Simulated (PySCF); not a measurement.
Vertical excitations of a molecule C6H11O, multiplicity 2 from TDA-PBE/def2-SVPD in PySCF 2.14.0, as energy in eV (oscillator strength): 2.61 (0.016), 3.37 (0.050), 3.78 (0.011), 4.15 (0.000), 4.65 (0.000), 4.71 (0.028). The structure is a stationary point at B3LYP-D3(BJ)/def2-SVP. Other conformers were not sampled.

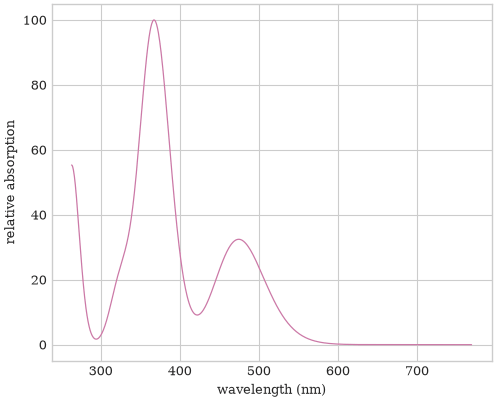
Figure. The lines broadened by 0.4 eV.

Problem. Pick the molecule that these values belong to.
A. [CH2]CCCC(C)=O
B. CCCCC[C]=O
C. [CH2]C(=O)CC(C)C
D. C[C](C)CC(C)=O

Solution. D, C[C](C)CC(C)=O
